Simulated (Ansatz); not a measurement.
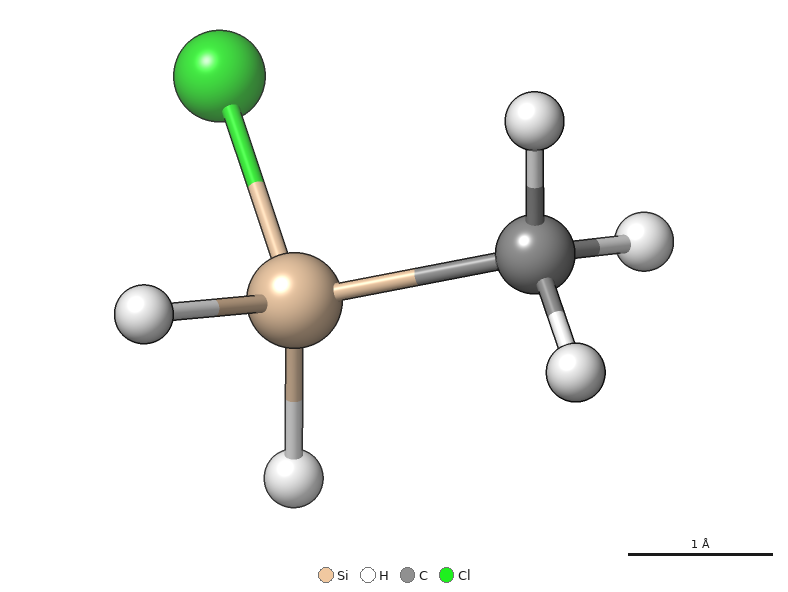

The picture shows a molecular structure as a ball-and-stick model. Every bond is drawn as one stick, whatever its order.

The computed structure is the end point of a PBE0-D4/def2-TZVP optimisation.

> Give the formula.

CH₅ClSi, 8 atoms: 1 carbon, 5 hydrogen, 1 chlorine and 1 silicon.

> How many atoms are distinct by symmetry?

6: 1 Si, 2 H, 1 C, 1 Cl, 2 H, 1 H.

> What is the point group of this geometry?

Cs.

> Count the bonded pairs by element.

3 C–H, 2 Si–H, 1 Cl–Si, 1 C–Si. Sticks follow a distance rule.

More results for the same structure follow; atom numbers are the same in all pictures, views and colours differ.

## Electronic properties

Method: RKS PBE0-D4/def2-TZVP (Ansatz 0.2.0).

> What is the dispersion correction?

−11.9 kJ/mol.

> Give the dipole moment at this level.

1.87 D.

## Vibrations

Harmonic vibrations computed with RKS PBE0-D4/def2-TZVP (Ansatz 0.2.0) at a stationary point of the same level.

> How many vibrational modes are there, and where do they lie?

18 modes: 165, 198, 491, 529, 678, 699, 755, 883, 910, 959, 1278, 1442, 1448, 2238, 2242, 3053, 3138, 3149 cm⁻¹.

## Thermal motion

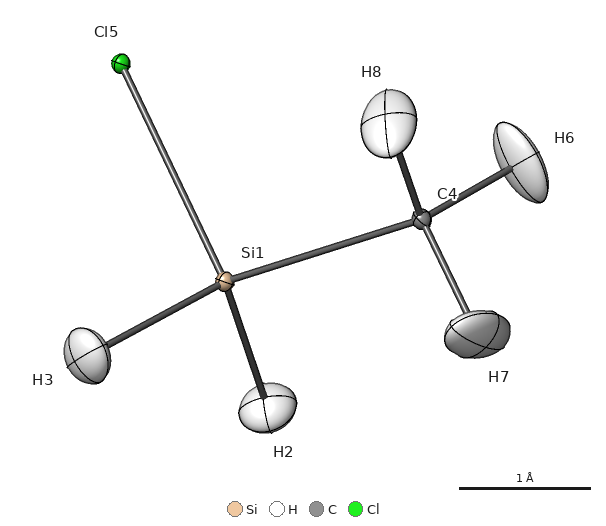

Displacement ellipsoids at the 50 % level, from the internal vibrations of the free molecule (harmonic, no overall translation or rotation; no half-axis is drawn under 0.075 Å). Vibrations computed with RKS PBE0-D4/def2-TZVP (Ansatz 0.2.0). Temperature: 100 K.

Give the displacement parameters, one line for each set of equivalent atoms.

```
  atom  U_eq (Å²)   rms amplitudes (Å)
   Si1    0.00064  0.018, 0.023, 0.033
H2, H3     0.0167  0.087, 0.145, 0.147
    C4     0.0015  0.020, 0.032, 0.055
   Cl5    0.00038  0.009, 0.016, 0.028
H6, H8     0.0248  0.074, 0.142, 0.221
    H7     0.0263  0.088, 0.146, 0.224
```
